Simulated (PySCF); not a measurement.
C₄H₁₀FNSi

```xyz
17

F     1.5094   -0.2982   -2.1724
C     0.8792   -0.6821   -0.9923
Si    1.9655   -0.2024    0.5201
C    -0.4174    0.0796   -0.8336
C    -1.5066   -0.5828    0.0228
C    -1.4686    0.6767    0.8959
N    -0.2505    1.1063    0.2061
H     0.6988   -1.7552   -1.1060
H     2.4366    1.1677    0.3841
H     1.2575   -0.5140    1.7566
H     3.1305   -1.1002    0.4350
H    -0.7790    0.4527   -1.7990
H    -2.4484   -0.7925   -0.4775
H    -1.1559   -1.4758    0.5335
H    -1.3145    0.5253    1.9658
H    -2.3305    1.3339    0.7464
H    -0.2132    2.0731   -0.0954
```

Geometry: GFN2-xTB.

All numbers below come from PySCF, CAM-B3LYP/def2-SVPD, SCF density, gas phase.

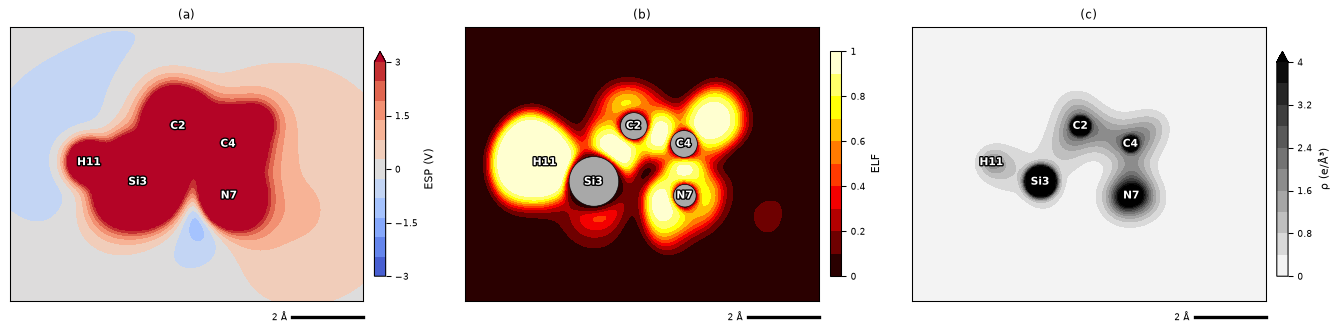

Figure 1. (a) electrostatic potential; (b) electron localisation function; (c) total electron density on the plane of atoms C2, Si3 and H11. Grey discs cover the atomic cores in the ELF map.

Read the bonding off the picture.

The plane passes through C, Si, N and H nuclei.
C–N (1.47 Å): the density is about 1.9 e/Å³ at the midpoint; the ELF peaks at about 0.95 between the atoms; a shared electron pair.
C–C (1.51 Å): the density is about 1.8 e/Å³ at the midpoint; the ELF peaks at about 0.95 between the atoms: a covalent bond.
C–Si (1.92 Å): ρ at the midpoint is about 0.94 e/Å³; the ELF peaks at about 1 between the atoms (a shared electron pair).
Si–H (1.47 Å): ρ at the midpoint is about 0.78 e/Å³; the ELF climbs to about 1 towards the hydrogen, as it does in any bond to H.
Outside the dense part of the molecule the potential is most negative (−1.1 V) near N7.

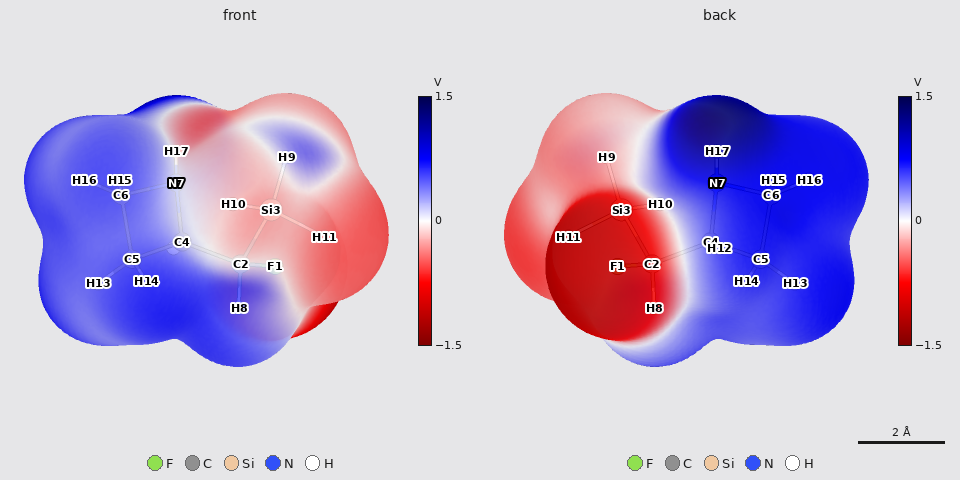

Figure 2. The electrostatic potential painted on the density surface at 0.001 e/bohr³, seen from the front and from behind; the colour scale runs from red (negative) to blue (positive).

Describe the electrostatic potential map.

The most negative region (about −1.2 V) lies over F1, the most positive (about +1.3 V) over H17.
